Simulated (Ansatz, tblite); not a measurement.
# Phenacyltetrahydrothiophenium tetrafluoroborate (C₁₂H₁₅BF₄OS): charged states by level of theory, part 2 of 3

Aim: the energy of removing and adding an electron for phenacyltetrahydrothiophenium tetrafluoroborate (C₁₂H₁₅BF₄OS), by energy differences, and how well orbital energies stand in for it.

Ansatz 0.2.0, Gaussian basis; as each input shows. Earlier steps stand in the parts before.

## (10) Relaxing the charge -1 doublet

Changes to in.yaml since step 8:

```diff
@@ -38,7 +38,8 @@
 basis:
-  gaussian: {orbitals: def2-SVP, initial_orbitals: start.molden}
+  gaussian: {orbitals: def2-SVP}
 total_charge: -1
 magnetization: {spin_polarized: true, initial_magnetization: 1}
-hamiltonian: {xc: {name: LC-wPBE, parameters: {omega: 0.3/bohr}}}
-scf: {omitted_lower_state_checks: [starts]}
+hamiltonian: {xc: pbe, dispersion: d4}
+scf: {lower_state_search: "off"}
 output: {orbitals: {seedname: orbitals}}
+relax: {f_tol: 0.03, max_steps: 70}
```

Same command.

Output:

```text
Functional definition: PBE
  name "PBE"
  cite "Perdew, Burke & Ernzerhof, Phys. Rev. Lett. 77, 3865 (1996) doi:10.1103/PhysRevLett.77.3865"
  parent pbe
  parameter kappa = 0.804
  parameter beta = 0.06672455060314922
  exchange = pbe_x(kappa = kappa, mu = beta*pi^2/3)
  correlation = pbe_c(beta = beta)
these checks for a lower state are left out or cut short: stability, starts, cluster_reference, orbital_swaps, neighbouring_geometries, increment
3860 factors; their error is unknown
mean field evaluation 1: about -37036.2712 eV, gradient 7.4e1 eV
mean field evaluation 2: about -36863.5771 eV, gradient 1.7e2 eV
mean field evaluation 4: about -37061.2504 eV, gradient 2.4e1 eV
mean field evaluation 8: about -37064.0018 eV, gradient 2.6e0 eV
mean field evaluation 16: about -37063.8123 eV, gradient 9.5e-2 eV
mean field evaluation 32: about -37063.8124 eV, gradient 9.5e-6 eV
mean field -37063.81235143 eV, -1362.0699811607 hartree, gradient 9.5e-6 eV, S^2 0.753860; 0 other end points of the search recorded, 0 dependent functions left out
the calculation of the forces begins
reference -37063.81241057 eV, -1362.0699833342 hartree; 77, 76 occupied and 268, 269 virtual orbitals, 3860 factors
relax step   1: F+E_penalty+E_count = -37065.01572780 eV  Δ(F+E_penalty+E_count) = +0.000e0 eV  max|allowed force component| = 3.231e0 eV/Å  Δτ_max = 0.0000 Å  (29 SCF iters, accepted)
these checks for a lower state are left out or cut short: stability, starts, cluster_reference, orbital_swaps, neighbouring_geometries, increment
3860 factors; their error is unknown
mean field -37064.06849892 eV, -1362.0793944074 hartree, gradient 1.2e-6 eV, S^2 0.754497; 0 other end points of the search recorded, 0 dependent functions left out
the calculation of the forces begins
reference -37064.06855803 eV, -1362.0793965797 hartree; 77, 76 occupied and 268, 269 virtual orbitals, 3860 factors
relax step   2: F+E_penalty+E_count = -37065.26443505 eV  Δ(F+E_penalty+E_count) = -2.487e-1 eV  max|allowed force component| = 1.371e0 eV/Å  Δτ_max = 0.1219 Å  (28 SCF iters, accepted)
these checks for a lower state are left out or cut short: stability, starts, cluster_reference, orbital_swaps, neighbouring_geometries, increment
3860 factors; their error is unknown
mean field -37064.12862578 eV, -1362.0816040286 hartree, gradient 1.2e-6 eV, S^2 0.755013; 0 other end points of the search recorded, 0 dependent functions left out
the calculation of the forces begins
reference -37064.12868470 eV, -1362.0816061940 hartree; 77, 76 occupied and 268, 269 virtual orbitals, 3860 factors
relax step   3: F+E_penalty+E_count = -37065.32279613 eV  Δ(F+E_penalty+E_count) = -5.836e-2 eV  max|allowed force component| = 2.908e-1 eV/Å  Δτ_max = 0.0698 Å  (28 SCF iters, accepted)
these checks for a lower state are left out or cut short: stability, starts, cluster_reference, orbital_swaps, neighbouring_geometries, increment
3860 factors; their error is unknown
mean field -37064.14207632 eV, -1362.0820983269 hartree, gradient 2.5e-6 eV, S^2 0.755152; 0 other end points of the search recorded, 0 dependent functions left out
the calculation of the forces begins
reference -37064.14213526 eV, -1362.0821004929 hartree; 77, 76 occupied and 268, 269 virtual orbitals, 3860 factors
relax step   4: F+E_penalty+E_count = -37065.33443476 eV  Δ(F+E_penalty+E_count) = -1.164e-2 eV  max|allowed force component| = 2.078e-1 eV/Å  Δτ_max = 0.0521 Å  (24 SCF iters, accepted)
these checks for a lower state are left out or cut short: stability, starts, cluster_reference, orbital_swaps, neighbouring_geometries, increment
3860 factors; their error is unknown
mean field evaluation 64: about -37064.1466 eV, gradient 1.5e-6 eV
mean field -37064.14659598 eV, -1362.0822644213 hartree, gradient 1.5e-6 eV, S^2 0.755151; 0 other end points of the search recorded, 0 dependent functions left out
the calculation of the forces begins
reference -37064.14665482 eV, -1362.0822665836 hartree; 77, 76 occupied and 268, 269 virtual orbitals, 3860 factors
relax step   5: F+E_penalty+E_count = -37065.33894491 eV  Δ(F+E_penalty+E_count) = -4.510e-3 eV  max|allowed force component| = 9.325e-2 eV/Å  Δτ_max = 0.0392 Å  (23 SCF iters, accepted)
these checks for a lower state are left out or cut short: stability, starts, cluster_reference, orbital_swaps, neighbouring_geometries, increment
3860 factors; their error is unknown
mean field -37064.15002013 eV, -1362.0823902566 hartree, gradient 1.9e-6 eV, S^2 0.755134; 0 other end points of the search recorded, 0 dependent functions left out
the calculation of the forces begins
reference -37064.15007889 eV, -1362.0823924158 hartree; 77, 76 occupied and 268, 269 virtual orbitals, 3860 factors
relax step   6: F+E_penalty+E_count = -37065.34161056 eV  Δ(F+E_penalty+E_count) = -2.666e-3 eV  max|allowed force component| = 5.855e-2 eV/Å  Δτ_max = 0.0675 Å  (23 SCF iters, accepted)
these checks for a lower state are left out or cut short: stability, starts, cluster_reference, orbital_swaps, neighbouring_geometries, increment
3860 factors; their error is unknown
mean field -37064.15385815 eV, -1362.0825313011 hartree, gradient 2.1e-6 eV, S^2 0.755121; 0 other end points of the search recorded, 0 dependent functions left out
the calculation of the forces begins
reference -37064.15391682 eV, -1362.0825334573 hartree; 77, 76 occupied and 268, 269 virtual orbitals, 3860 factors
relax step   7: F+E_penalty+E_count = -37065.34361520 eV  Δ(F+E_penalty+E_count) = -2.005e-3 eV  max|allowed force component| = 9.676e-2 eV/Å  Δτ_max = 0.1168 Å  (22 SCF iters, accepted)
these checks for a lower state are left out or cut short: stability, starts, cluster_reference, orbital_swaps, neighbouring_geometries, increment
3860 factors; their error is unknown
mean field -37064.15602611 eV, -1362.0826109721 hartree, gradient 2.1e-6 eV, S^2 0.755119; 0 other end points of the search recorded, 0 dependent functions left out
the calculation of the forces begins
reference -37064.15608476 eV, -1362.0826131276 hartree; 77, 76 occupied and 268, 269 virtual orbitals, 3860 factors
relax step   8: F+E_penalty+E_count = -37065.34517320 eV  Δ(F+E_penalty+E_count) = -1.558e-3 eV  max|allowed force component| = 1.010e-1 eV/Å  Δτ_max = 0.0679 Å  (22 SCF iters, accepted)
these checks for a lower state are left out or cut short: stability, starts, cluster_reference, orbital_swaps, neighbouring_geometries, increment
3860 factors; their error is unknown
mean field -37064.15913657 eV, -1362.0827252797 hartree, gradient 2.8e-6 eV, S^2 0.755110; 0 other end points of the search recorded, 0 dependent functions left out
the calculation of the forces begins
reference -37064.15919532 eV, -1362.0827274386 hartree; 77, 76 occupied and 268, 269 virtual orbitals, 3860 factors
relax step   9: F+E_penalty+E_count = -37065.34702325 eV  Δ(F+E_penalty+E_count) = -1.850e-3 eV  max|allowed force component| = 1.139e-1 eV/Å  Δτ_max = 0.0993 Å  (22 SCF iters, accepted)
these checks for a lower state are left out or cut short: stability, starts, cluster_reference, orbital_swaps, neighbouring_geometries, increment
3860 factors; their error is unknown
mean field evaluation 96: about -37064.1602 eV, gradient 3.7e-1 eV
mean field -37064.16084958 eV, -1362.0827882315 hartree, gradient 1.9e-6 eV, S^2 0.755101; 0 other end points of the search recorded, 0 dependent functions left out
the calculation of the forces begins
reference -37064.16090838 eV, -1362.0827903922 hartree; 77, 76 occupied and 268, 269 virtual orbitals, 3860 factors
relax step  10: F+E_penalty+E_count = -37065.34820281 eV  Δ(F+E_penalty+E_count) = -1.180e-3 eV  max|allowed force component| = 1.215e-1 eV/Å  Δτ_max = 0.0761 Å  (22 SCF iters, accepted)
these checks for a lower state are left out or cut short: stability, starts, cluster_reference, orbital_swaps, neighbouring_geometries, increment
3860 factors; their error is unknown
mean field -37064.16278524 eV, -1362.0828593659 hartree, gradient 2.3e-6 eV, S^2 0.755096; 0 other end points of the search recorded, 0 dependent functions left out
the calculation of the forces begins
reference -37064.16284412 eV, -1362.0828615296 hartree; 77, 76 occupied and 268, 269 virtual orbitals, 3860 factors
relax step  11: F+E_penalty+E_count = -37065.34914915 eV  Δ(F+E_penalty+E_count) = -9.463e-4 eV  max|allowed force component| = 1.265e-1 eV/Å  Δτ_max = 0.0715 Å  (22 SCF iters, accepted)
these checks for a lower state are left out or cut short: stability, starts, cluster_reference, orbital_swaps, neighbouring_geometries, increment
3860 factors; their error is unknown
mean field -37064.16360873 eV, -1362.0828896285 hartree, gradient 2.1e-6 eV, S^2 0.755091; 0 other end points of the search recorded, 0 dependent functions left out
the calculation of the forces begins
reference -37064.16366757 eV, -1362.0828917908 hartree; 77, 76 occupied and 268, 269 virtual orbitals, 3860 factors
relax step  12: F+E_penalty+E_count = -37065.34996042 eV  Δ(F+E_penalty+E_count) = -8.113e-4 eV  max|allowed force component| = 1.128e-1 eV/Å  Δτ_max = 0.0510 Å  (22 SCF iters, accepted)
these checks for a lower state are left out or cut short: stability, starts, cluster_reference, orbital_swaps, neighbouring_geometries, increment
3860 factors; their error is unknown
mean field -37064.16492061 eV, -1362.0829378390 hartree, gradient 2.3e-6 eV, S^2 0.755087; 0 other end points of the search recorded, 0 dependent functions left out
the calculation of the forces begins
reference -37064.16497943 eV, -1362.0829400005 hartree; 77, 76 occupied and 268, 269 virtual orbitals, 3860 factors
relax step  13: F+E_penalty+E_count = -37065.35081558 eV  Δ(F+E_penalty+E_count) = -8.552e-4 eV  max|allowed force component| = 5.144e-2 eV/Å  Δτ_max = 0.0538 Å  (22 SCF iters, accepted)
these checks for a lower state are left out or cut short: stability, starts, cluster_reference, orbital_swaps, neighbouring_geometries, increment
3860 factors; their error is unknown
mean field evaluation 128: about -37064.1658 eV, gradient 2.6e-6 eV
mean field -37064.16576125 eV, -1362.0829687322 hartree, gradient 2.6e-6 eV, S^2 0.755078; 0 other end points of the search recorded, 0 dependent functions left out
the calculation of the forces begins
reference -37064.16582007 eV, -1362.0829708937 hartree; 77, 76 occupied and 268, 269 virtual orbitals, 3860 factors
relax step  14: F+E_penalty+E_count = -37065.35130972 eV  Δ(F+E_penalty+E_count) = -4.941e-4 eV  max|allowed force component| = 2.305e-2 eV/Å  Δτ_max = 0.0620 Å  (22 SCF iters, accepted)
these checks for a lower state are left out or cut short: stability, starts, cluster_reference, orbital_swaps, neighbouring_geometries, increment
3860 factors; their error is unknown
mean field -37064.16636557 eV, -1362.0829909406 hartree, gradient 3.0e-6 eV, S^2 0.755063; 0 other end points of the search recorded, 0 dependent functions left out
the calculation of the forces begins
reference -37064.16642441 eV, -1362.0829931026 hartree; 77, 76 occupied and 268, 269 virtual orbitals, 3860 factors
relax step  15: F+E_penalty+E_count = -37065.35158884 eV  Δ(F+E_penalty+E_count) = -2.791e-4 eV  max|allowed force component| = 5.041e-2 eV/Å  Δτ_max = 0.0677 Å  (22 SCF iters, accepted)
these checks for a lower state are left out or cut short: stability, starts, cluster_reference, orbital_swaps, neighbouring_geometries, increment
3860 factors; their error is unknown
mean field -37064.16692731 eV, -1362.0830115839 hartree, gradient 1.5e-6 eV, S^2 0.755056; 0 other end points of the search recorded, 0 dependent functions left out
the calculation of the forces begins
reference -37064.16698616 eV, -1362.0830137466 hartree; 77, 76 occupied and 268, 269 virtual orbitals, 3860 factors
relax step  16: F+E_penalty+E_count = -37065.35181211 eV  Δ(F+E_penalty+E_count) = -2.233e-4 eV  max|allowed force component| = 3.180e-2 eV/Å  Δτ_max = 0.0176 Å  (23 SCF iters, accepted)
these checks for a lower state are left out or cut short: stability, starts, cluster_reference, orbital_swaps, neighbouring_geometries, increment
3860 factors; their error is unknown
mean field -37064.16748991 eV, -1362.0830322592 hartree, gradient 3.0e-6 eV, S^2 0.755035; 0 other end points of the search recorded, 0 dependent functions left out
the calculation of the forces begins
reference -37064.16754875 eV, -1362.0830344215 hartree; 77, 76 occupied and 268, 269 virtual orbitals, 3860 factors
relax step  17: F+E_penalty+E_count = -37065.35218591 eV  Δ(F+E_penalty+E_count) = -3.738e-4 eV  max|allowed force component| = 1.663e-2 eV/Å  Δτ_max = 0.0338 Å  (22 SCF iters, accepted)
these checks for a lower state are left out or cut short: stability, starts, cluster_reference, orbital_swaps, neighbouring_geometries, increment
3860 factors; their error is unknown
mean field -37064.16925503 eV, -1362.0830971262 hartree, gradient 1.2e-6 eV, S^2 0.754960; 0 other end points of the search recorded, 0 dependent functions left out
the calculation of the forces begins
reference -37064.16931386 eV, -1362.0830992880 hartree; 77, 76 occupied and 268, 269 virtual orbitals, 3860 factors
relax step  18: F+E_penalty+E_count = -37065.35259594 eV  Δ(F+E_penalty+E_count) = -4.100e-4 eV  max|allowed force component| = 8.521e-2 eV/Å  Δτ_max = 0.1144 Å  (26 SCF iters, accepted)
these checks for a lower state are left out or cut short: stability, starts, cluster_reference, orbital_swaps, neighbouring_geometries, increment
3860 factors; their error is unknown
mean field evaluation 160: about -37064.3922 eV, gradient 9.0e-3 eV
mean field -37064.16941609 eV, -1362.0831030448 hartree, gradient 2.8e-6 eV, S^2 0.754967; 0 other end points of the search recorded, 0 dependent functions left out
the calculation of the forces begins
reference -37064.16947490 eV, -1362.0831052063 hartree; 77, 76 occupied and 268, 269 virtual orbitals, 3860 factors
relax step  19: F+E_penalty+E_count = -37065.35303084 eV  Δ(F+E_penalty+E_count) = -4.349e-4 eV  max|allowed force component| = 4.030e-2 eV/Å  Δτ_max = 0.0279 Å  (22 SCF iters, accepted)
these checks for a lower state are left out or cut short: stability, starts, cluster_reference, orbital_swaps, neighbouring_geometries, increment
3860 factors; their error is unknown
mean field -37064.17001341 eV, -1362.0831249961 hartree, gradient 1.6e-6 eV, S^2 0.754942; 0 other end points of the search recorded, 0 dependent functions left out
the calculation of the forces begins
reference -37064.17007219 eV, -1362.0831271561 hartree; 77, 76 occupied and 268, 269 virtual orbitals, 3860 factors
relax step  20: F+E_penalty+E_count = -37065.35357369 eV  Δ(F+E_penalty+E_count) = -5.428e-4 eV  max|allowed force component| = 2.350e-2 eV/Å  Δτ_max = 0.0285 Å  (23 SCF iters, accepted)
these checks for a lower state are left out or cut short: stability, starts, cluster_reference, orbital_swaps, neighbouring_geometries, increment
3860 factors; their error is unknown
mean field -37064.17377276 eV, -1362.0832631496 hartree, gradient 1.8e-6 eV, S^2 0.754789; 0 other end points of the search recorded, 0 dependent functions left out
the calculation of the forces begins
reference -37064.17383141 eV, -1362.0832653051 hartree; 77, 76 occupied and 268, 269 virtual orbitals, 3860 factors
relax step  21: F+E_penalty+E_count = -37065.35456015 eV  Δ(F+E_penalty+E_count) = -9.865e-4 eV  max|allowed force component| = 1.030e-1 eV/Å  Δτ_max = 0.1951 Å  (27 SCF iters, accepted)
these checks for a lower state are left out or cut short: stability, starts, cluster_reference, orbital_swaps, neighbouring_geometries, increment
3860 factors; their error is unknown
mean field -37064.17390010 eV, -1362.0832678293 hartree, gradient 2.7e-6 eV, S^2 0.754777; 0 other end points of the search recorded, 0 dependent functions left out
the calculation of the forces begins
reference -37064.17395869 eV, -1362.0832699824 hartree; 77, 76 occupied and 268, 269 virtual orbitals, 3860 factors
relax step  22: F+E_penalty+E_count = -37065.35538254 eV  Δ(F+E_penalty+E_count) = -8.224e-4 eV  max|allowed force component| = 5.499e-2 eV/Å  Δτ_max = 0.0272 Å  (22 SCF iters, accepted)
these checks for a lower state are left out or cut short: stability, starts, cluster_reference, orbital_swaps, neighbouring_geometries, increment
3860 factors; their error is unknown
mean field evaluation 192: about -37064.1749 eV, gradient 4.7e-4 eV
mean field -37064.17486484 eV, -1362.0833032828 hartree, gradient 2.0e-6 eV, S^2 0.754737; 0 other end points of the search recorded, 0 dependent functions left out
the calculation of the forces begins
reference -37064.17492335 eV, -1362.0833054332 hartree; 77, 76 occupied and 268, 269 virtual orbitals, 3860 factors
relax step  23: F+E_penalty+E_count = -37065.35608818 eV  Δ(F+E_penalty+E_count) = -7.056e-4 eV  max|allowed force component| = 2.629e-2 eV/Å  Δτ_max = 0.0353 Å  (23 SCF iters, accepted)
Total energy: -37065.35614669 eV, -1362.1267145903 hartree
Atom 0 at    -3.372336     2.142288    -0.136714 Å, force    -0.011786     0.007414     0.003166 eV/Å
Atom 1 at    -4.779363     1.918542    -0.327942 Å, force     0.003070    -0.002614     0.013043 eV/Å
Atom 2 at    -5.017502     1.746857    -1.713845 Å, force    -0.000710    -0.008516    -0.014022 eV/Å
Atom 3 at    -5.125171     0.717760     0.356181 Å, force     0.001098    -0.010065    -0.002583 eV/Å
Atom 4 at    -5.502025     2.995111     0.174892 Å, force     0.004349     0.018482     0.007317 eV/Å
Atom 5 at     1.411907     1.437007    -0.248372 Å, force     0.011577    -0.026017     0.013231 eV/Å
Atom 6 at     1.593632     0.275400     0.267191 Å, force    -0.005637     0.020250    -0.018818 eV/Å
Atom 7 at     0.393963    -0.638496     0.170176 Å, force     0.004394    -0.026032    -0.009632 eV/Å
Atom 8 at    -1.054483     0.541836     0.169053 Å, force    -0.011112    -0.001267    -0.001354 eV/Å
Atom 9 at    -2.425320    -0.689343     0.032194 Å, force    -0.006021     0.007190     0.006188 eV/Å
Atom 10 at    -2.497835    -1.079811    -1.444486 Å, force    -0.001263     0.000709    -0.004431 eV/Å
Atom 11 at    -2.287916     0.209273    -2.256734 Å, force    -0.006967     0.001089    -0.006459 eV/Å
Atom 12 at    -1.172181     1.036771    -1.603342 Å, force     0.007910     0.003323    -0.002712 eV/Å
Atom 13 at     2.807520    -0.169775     0.899703 Å, force    -0.005538    -0.004733     0.005502 eV/Å
Atom 14 at     3.910850     0.745013     0.998129 Å, force     0.008875     0.010872     0.011448 eV/Å
Atom 15 at     5.109926     0.369914     1.596446 Å, force     0.007209    -0.008281    -0.026290 eV/Å
Atom 16 at     5.288869    -0.931283     2.126120 Å, force    -0.000168     0.007480     0.019098 eV/Å
Atom 17 at     4.216669    -1.847467     2.035964 Å, force     0.002106    -0.009914    -0.005491 eV/Å
Atom 18 at     3.010410    -1.487338     1.433998 Å, force    -0.003386     0.008427    -0.004781 eV/Å
Atom 19 at     0.241627    -1.346698     1.013450 Å, force     0.002122     0.009415    -0.008268 eV/Å
Atom 20 at     0.317474    -1.212587    -0.783942 Å, force    -0.000097     0.016025     0.020758 eV/Å
Atom 21 at    -2.205759    -1.525585     0.724241 Å, force    -0.001499    -0.001105    -0.001887 eV/Å
Atom 22 at    -3.339230    -0.148856     0.355764 Å, force     0.010539    -0.009254    -0.000153 eV/Å
Atom 23 at    -1.724390    -1.841655    -1.686973 Å, force    -0.000635     0.002520     0.001817 eV/Å
Atom 24 at    -3.488652    -1.528995    -1.663162 Å, force     0.003025    -0.000290    -0.001144 eV/Å
Atom 25 at    -3.226117     0.798528    -2.251410 Å, force     0.006930    -0.004137     0.001335 eV/Å
Atom 26 at    -2.021071    -0.018417    -3.309934 Å, force    -0.000777     0.001108     0.002078 eV/Å
Atom 27 at    -0.145297     0.893354    -1.989234 Å, force    -0.003182    -0.000826     0.000570 eV/Å
Atom 28 at    -1.398608     2.117066    -1.568852 Å, force     0.001093    -0.004520    -0.001440 eV/Å
Atom 29 at     3.760602     1.754131     0.585043 Å, force    -0.001456    -0.011693     0.003373 eV/Å
Atom 30 at     5.936083     1.099209     1.655396 Å, force    -0.003608    -0.000648     0.005014 eV/Å
Atom 31 at     6.242071    -1.225221     2.592524 Å, force    -0.007374     0.003981    -0.002311 eV/Å
Atom 32 at     4.335109    -2.868471     2.437934 Å, force    -0.003776     0.012120    -0.005583 eV/Å
Atom 33 at     2.206572    -2.238053     1.360564 Å, force     0.000695    -0.000494     0.003419 eV/Å
Dipole moment:     0.728516    -1.337767    -0.341194 e Å
Checks for a lower state left out: stability, starts, cluster_reference, orbital_swaps, neighbouring_geometries, increment
```

Run time: 96 s. Hardware: 1 × H100 (card shared with other runs) with 2 threads of AMD EPYC 7R13, shared host.

Relaxation path:

```tsv
step	energy from step 1 (eV)	largest force component (eV/Å)
1	0.0000	3.2308
2	-0.2487	1.3708
3	-0.3071	0.2908
4	-0.3187	0.2078
5	-0.3232	0.0932
6	-0.3259	0.0586
7	-0.3279	0.0968
8	-0.3294	0.1010
9	-0.3313	0.1139
10	-0.3325	0.1215
11	-0.3334	0.1265
12	-0.3342	0.1128
13	-0.3351	0.0514
14	-0.3356	0.0231
15	-0.3359	0.0504
16	-0.3361	0.0318
17	-0.3365	0.0166
18	-0.3369	0.0852
19	-0.3373	0.0403
20	-0.3378	0.0235
21	-0.3388	0.1030
22	-0.3397	0.0550
23	-0.3404	0.0263
```

The force was under the threshold of 0.03 eV/Å already at step 14, but the program went on to step 23.

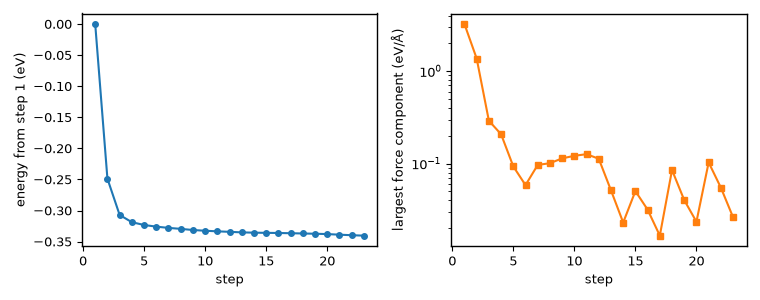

Energy and largest force along the relaxation.

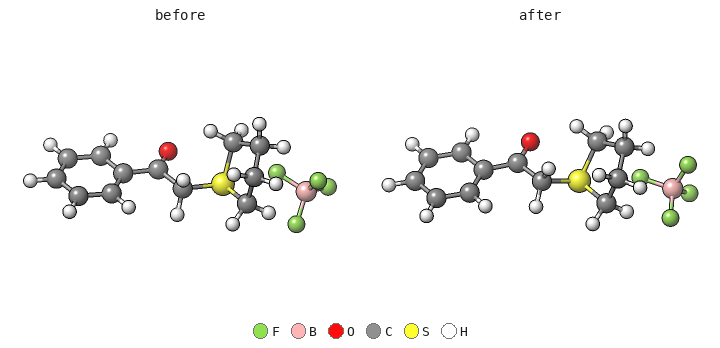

Before and after, at one scale.

Close pairs (by a distance rule), those that changed most:

```tsv
bond	before (Å)	after (Å)	change (Å)
O6–C7	1.228	1.284	+0.056
C7–C14	1.488	1.439	-0.049
F1–B2	1.465	1.437	-0.027
C8–S9	1.842	1.868	+0.026
C14–C15	1.413	1.437	+0.024
C14–C19	1.413	1.436	+0.023
C7–C8	1.529	1.511	-0.018
B2–F5	1.374	1.391	+0.017
```

(Continued in part 3 of 3.)
